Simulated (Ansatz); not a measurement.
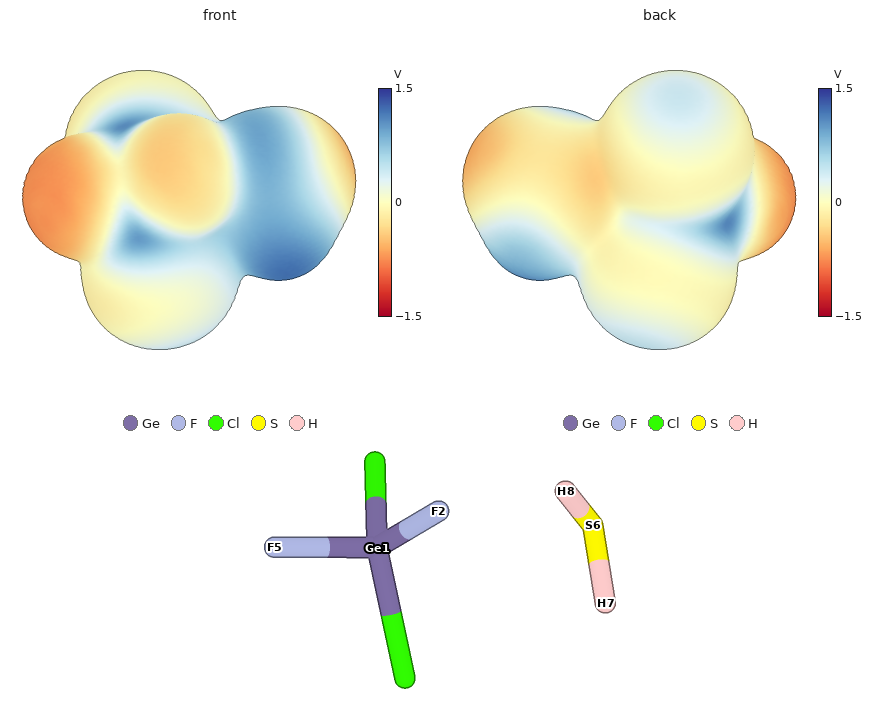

Figure. Cl2F2Ge···H2S. The molecular electrostatic potential painted on the density surface at 0.001 e/bohr³, seen from the front and from behind; the colour scale runs from red (negative) to blue (positive). The bare structure is drawn below in the same view.

Not at a stationary point (largest force 1.0 eV/Å).

The calculation used RKS PBE/def2-SVP in Ansatz.

Input

```
crystal:
  periodic: [false, false, false]
  atoms:
    - { symbol: Ge, position_ang: [0.0, 0.0, 0.0] }
    - { symbol: F, position_ang: [0.0, 0.0, 2.03] }
    - { symbol: Cl, position_ang: [2.0935, 0.0, -0.7393] }
    - { symbol: Cl, position_ang: [-1.0456, 1.8115, -0.7393] }
    - { symbol: F, position_ang: [-0.7913, -1.3709, -0.5594] }
    - { symbol: S, position_ang: [1.3373, 2.0168, 0.8041] }
    - { symbol: H, position_ang: [2.4142, 1.5819, 1.5858] }
    - { symbol: H, position_ang: [0.6616, 0.9977, 1.926] }
basis:
  gaussian: { orbitals: def2-SVP }
hamiltonian:
  xc: pbe
relax:
  f_tol: 0.15
  max_steps: 25
  restrain:
    - { distance: [0, 5], at: 3.45, k: 30.0 }
    - { distance: [7, 1], at: 2.12, k: 30.0 }
    - { distance: [0, 1], at: 1.68, k: 30.0 }
    - { distance: [7, 5], at: 1.4, k: 30.0 }
output:
  orbitals: {}
```

Run with:

```sh
ansatz run input.yaml --threads 4 --pin off --max-ram 5120MiB --backend cpu --events-out ev --progress --plain --runs-dir out
```

The fields are those of the run's last geometry, not of the input's.

Question: Describe the electrostatic potential map.

Answer: The most negative region (about −0.7 V) lies over F5, the most positive (about +1.2 V) over H7. Cl4 shows a σ-hole: about +0.4 V at the tip opposite its bond, against about −0.1 V on its flanks.
